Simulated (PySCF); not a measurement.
```tsv
atom	x (Å)	y (Å)	z (Å)
S	-2.4506	0.2353	0.9084
C	-1.3750	-0.4423	-0.4289
C	0.0600	-0.2234	-0.1543
C	0.9707	-0.9746	0.5408
C	2.1609	-0.2338	0.4683
C	1.9306	0.8952	-0.2356
O	0.6324	0.9131	-0.6249
H	-1.9998	1.4850	0.8258
H	-1.6664	0.0444	-1.3593
H	-1.6136	-1.5030	-0.4630
H	0.8025	-1.9147	1.0216
H	2.5495	1.7181	-0.5250
```

Geometry: GFN2-xTB.

These are results of UKS B3LYP, pcH-1 on C H O S, non-relativistic, mean-field spin-orbit, GIAO (PySCF), not measurements.

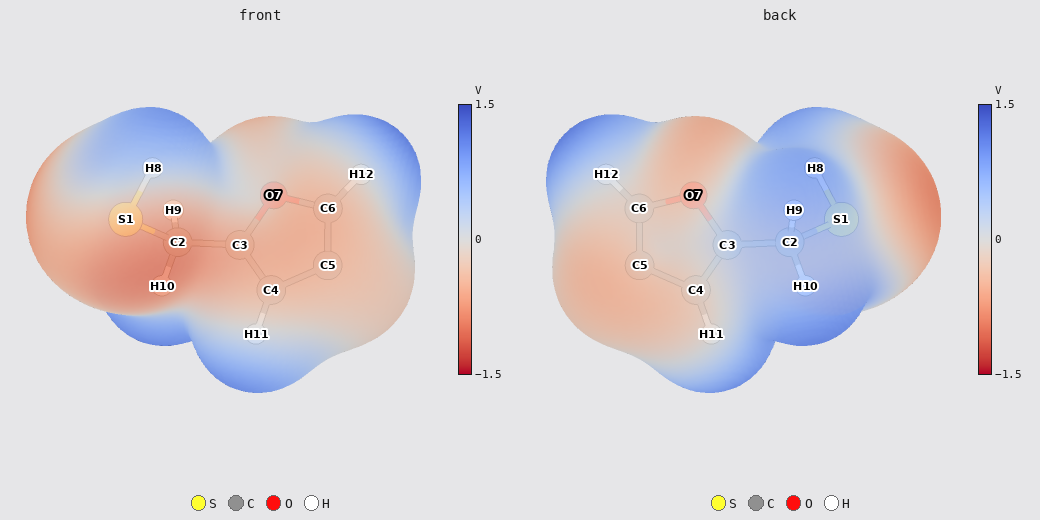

C5H5OS (SMILES SCc1c[c]co1) (doublet). The molecular electrostatic potential painted on the density surface at 0.001 e/bohr³, seen from the front and from behind; red is negative and blue positive.

Q: Describe the electrostatic potential map.

A: The most negative region (about −0.9 V) lies over S1, the most positive (about +1.0 V) over H10 and H12.
